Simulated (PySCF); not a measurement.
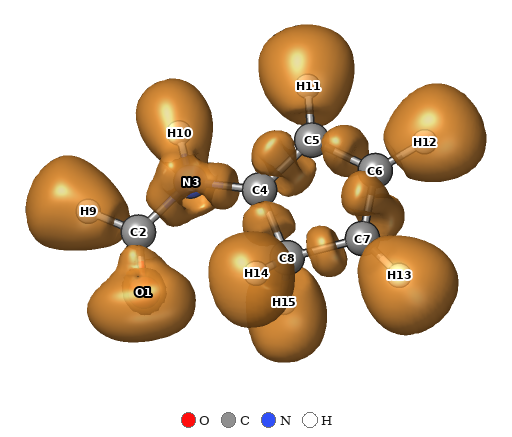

Figure. C$_{6}$H$_{7}$NO (SMILES O=CNC1=CC=CC1). Isosurface of the electron localisation function at 0.75 (orange), seen at a tilt. Core shells and regions of very low density are left out.

Geometry: GFN2-xTB, NEB image 0 of 0 to 8.

Level of theory: PBE0/pcSseg-1, SCF density, gas phase, non-relativistic (PySCF).

```xyz
15

O    -2.0909   -0.4316    1.8024
C    -2.4217   -0.3261    0.6488
N    -1.5960   -0.1139   -0.4049
C    -0.2158    0.0199   -0.3455
C     0.6145    0.2290   -1.3884
C     1.9667    0.3080   -0.8937
C     1.9693    0.1498    0.4384
C     0.5731   -0.0500    0.9215
H    -3.4765   -0.3955    0.3210
H    -1.9996   -0.0431   -1.3286
H     0.3365    0.3240   -2.4228
H     2.8212    0.4700   -1.5258
H     2.8190    0.1574    1.0946
H     0.2596    0.7163    1.6323
H     0.4362   -1.0063    1.4290
```

Q: Describe the localisation domains.

A: The ELF exceeds this value in five regions between bonded C–C atoms (shared pairs), seven regions around hydrogen nuclei and one region on O in which the atom's valence shell and bonds are merged. Profiles from the grid: C–O (1.20 Å): the ELF peaks at about 0.85 between the atoms (a multiple bond). C–C (1.34 Å): the ELF peaks at about 0.90 between the atoms (a short, multiple covalent bond).
